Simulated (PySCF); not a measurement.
Vertical excitations of a molecule C3H12OSi2 from PySCF with TDA-PBE/def2-SVPD, as energy in eV (oscillator strength): 6.16 (0.023), 6.33 (0.015), 6.72 (0.001), 6.85 (0.000), 6.89 (0.007), 6.93 (0.011). Lowest triplet (TDA): 5.92 eV. Coordinates come from a B3LYP-D3(BJ)/def2-SVP optimisation. Other conformers were not sampled.

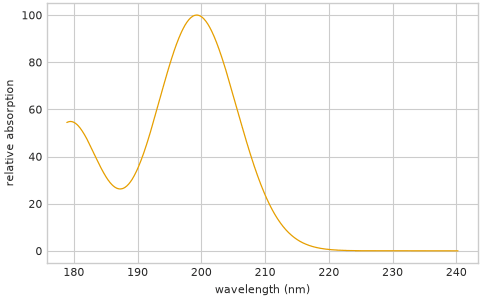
Fig. 1. The lines broadened by 0.4 eV.

Q: Which molecule gave these data?
A) CC[SiH2]C[SiH2]O
B) CCOC([SiH3])[SiH3]
C) COC[SiH2]C[SiH3]
D) CCO[SiH2][SiH2]C

A: A, CC[SiH2]C[SiH2]O
